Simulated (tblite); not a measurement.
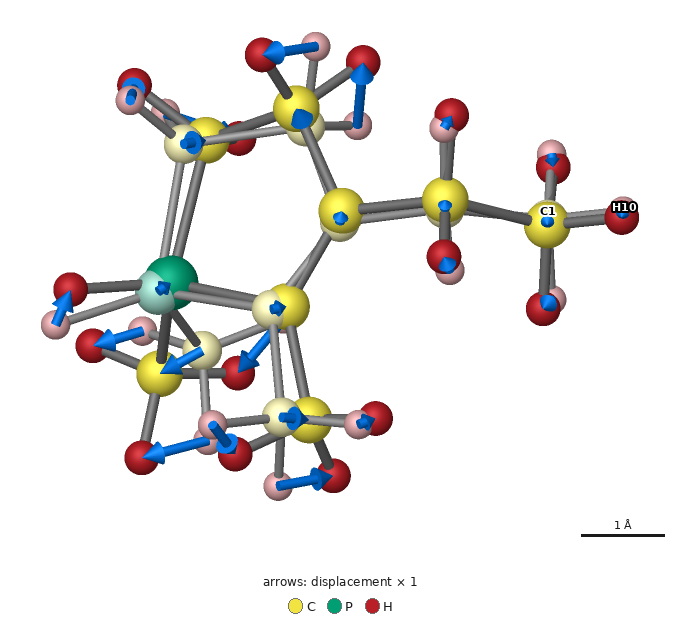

A relaxation of C$_{8}$H$_{16}$P (charge +1). The starting structure is drawn faded, the final one solid; blue arrows show the displacements, at their true length. The two geometries are superimposed by the best rigid fit.

Style: ball-and-stick. Shown at a tilt.

Theory: GFN2-xTB geometry optimisation, gas phase (tblite). 

> Atoms of which element are displaced furthest, and by how much?

Hydrogen: up to 1.08 Å, against 0.59 Å for carbon.

> What did the optimiser do to the structure, and how much energy did it gain?

An H atom moves most after the best rigid fit: 1.08 Å. Largest moves by element: H 1.08 Å, C 0.59 Å, P 0.20 Å. Near-neighbour distances that change, for instance: C–P 1.757 → 1.787 Å, H–P 1.412 → 1.386 Å, C–C 1.517 → 1.492 Å, C–H 1.106 → 1.086 Å. Bond angles that change, for instance: C–P–H 118.9° → 106.4°, C–P–C 104.6° → 116.1°, C–P–C 104.6° → 114.6°. Groups turn about C–C by about 45°, C–P by about 45°, C–C by about 30°. The energy falls by 33.4 kJ/mol in 157 geometry steps.
